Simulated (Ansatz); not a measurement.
## Electronic structure of C3H9AlB2 (SMILES C[B]1C[BH][Al]1[CH3]) in real space

```yaml
atoms:
  - { symbol: C, position_ang: [-0.5907, -2.1692, 0.9103] }
  - { symbol: B, position_ang: [0.0278, -0.8981, 0.2481] }
  - { symbol: C, position_ang: [1.4605, -0.8768, -0.4251] }
  - { symbol: B, position_ang: [1.8470, 0.5249, 0.0376] }
  - { symbol: Al, position_ang: [-0.1250, 1.2248, -0.0993] }
  - { symbol: C, position_ang: [-1.3379, 2.6610, -0.6369] }
  - { symbol: H, position_ang: [-0.1613, -3.1134, 0.5606] }
  - { symbol: H, position_ang: [-1.6796, -2.2211, 0.8580] }
  - { symbol: H, position_ang: [-0.3380, -2.0946, 1.9789] }
  - { symbol: H, position_ang: [2.1022, -1.7520, -0.5318] }
  - { symbol: H, position_ang: [0.6813, -0.8621, -1.2709] }
  - { symbol: H, position_ang: [2.8366, 0.6825, 0.6938] }
  - { symbol: H, position_ang: [-0.9478, 3.6475, -0.3735] }
  - { symbol: H, position_ang: [-1.4658, 2.6456, -1.7253] }
  - { symbol: H, position_ang: [-2.3314, 2.5500, -0.1951] }
```

Geometry: PBE0-D4/def2-TZVP.

Method: RKS PBE0-D4/def2-TZVPP in Ansatz 0.2.0.

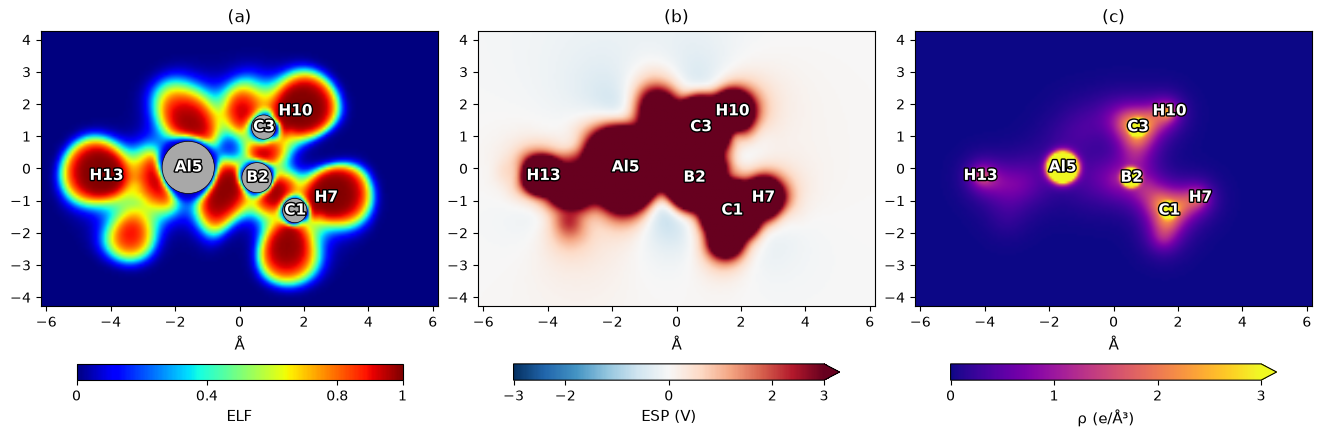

Figure 1. (a) electron localisation function; (b) electrostatic potential; (c) total electron density on the plane of atoms C3, B2 and Al5. Grey discs cover the atomic cores in the ELF map.

Q: Read the bonding off the picture.

A:
- The plane passes through C, B, Al and H nuclei.
- C–H (1.09 Å): the density is about 2 e/Å³ at the midpoint; the ELF climbs to about 1 towards the hydrogen, as it does in any bond to H: an ordinary covalent bond to hydrogen.
- C–B (1.58 Å): ρ is about 1.3 e/Å³ halfway; the ELF peaks at about 0.90 between the atoms: localised, covalent bonding.
- Al–B (2.16 Å): ρ is about 0.52 e/Å³ halfway; the ELF peaks at about 0.95 between the atoms: a shared electron pair.
- Outside the dense part of the molecule the potential is most negative (−0.6 V) near C1.

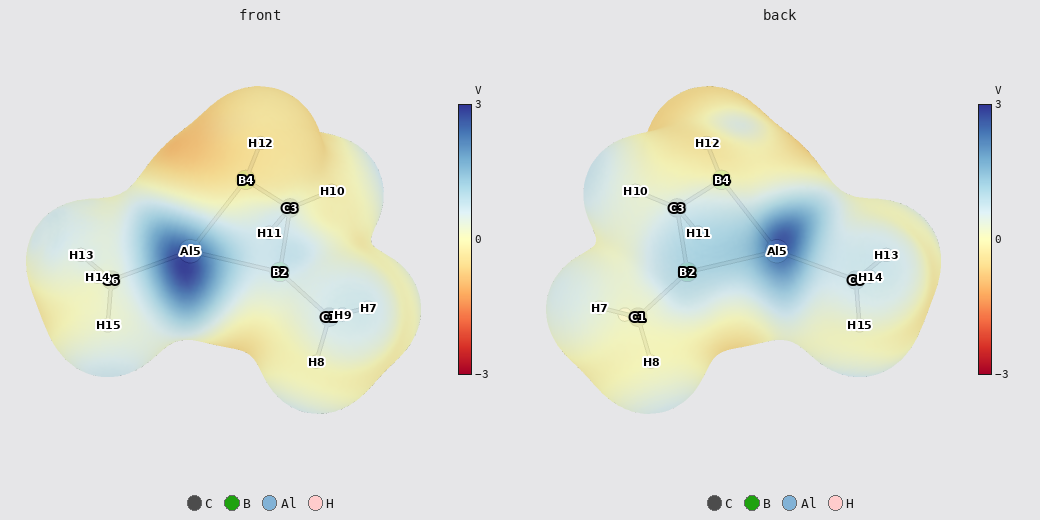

Figure 2. The electrostatic potential painted on the density surface at 0.002 e/bohr³, seen from the front and from behind; the colour scale runs from red (negative) to blue (positive).

Q: Which sites attract a positive test charge, and which a negative one?

A: A positive charge is drawn to the negative regions and a negative charge to the positive ones. The most negative region (about −0.9 V, or −21 kcal/mol for a unit charge) lies over H12, the most positive (about +2.7 V, or +62 kcal/mol for a unit charge) over Al5.

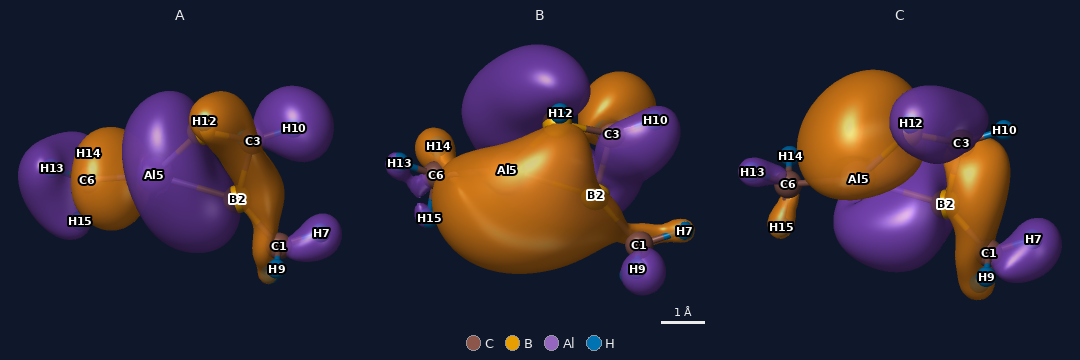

Figure 3. Three frontier orbitals at ±0.06 Å⁻³ᐟ² (orange and purple are the two phases), in no order.

Q: Which picture is the HOMO−1, the HOMO and the LUMO?

A: A is the HOMO−1 (−7.15 eV). Its weight (Hirshfeld) is mainly on Al5 (about 25 %), C6 (about 20 %), B4 (about 15 %), B2 (about 15 %) and C3 (about 10 %). C is the HOMO (−5.68 eV). By Hirshfeld shares it lies mainly on Al5 (about 30 %), B4 (about 25 %) and B2 (about 25 %). B is the LUMO (−1.82 eV). Its weight (Hirshfeld) is mainly on Al5 (about 40 %), B4 (about 15 %), B2 (about 15 %) and C3 (about 10 %).

Q: What is the HOMO–LUMO gap?

A: 3.86 eV between the orbital energies.
